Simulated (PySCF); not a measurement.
Vertical excitations of a molecule C3H6BFN2 from TDDFT-CAM-B3LYP/def2-SVPD (PySCF), as energy in eV (oscillator strength): 5.66 (0.003), 6.04 (0.042), 6.27 (0.031), 6.47 (0.009), 7.00 (0.011), 7.06 (0.012), 7.42 (0.043), 7.56 (0.040), 7.82 (0.165), 7.86 (0.274). Lowest triplet (TDA): 4.73 eV. Coordinates come from a ωB97X-D3(BJ)/def2-SVP optimisation. The values are those of a single conformer.

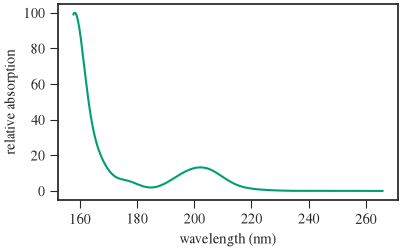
Figure. The lines broadened by 0.4 eV.

### Question
Which molecule gave these data?
A) C#C[C@H](F)B(N)N
B) NCC#CB(N)F
C) CN1B(N)C=C1F
D) N#CCB(N)CF

### Answer
B, NCC#CB(N)F
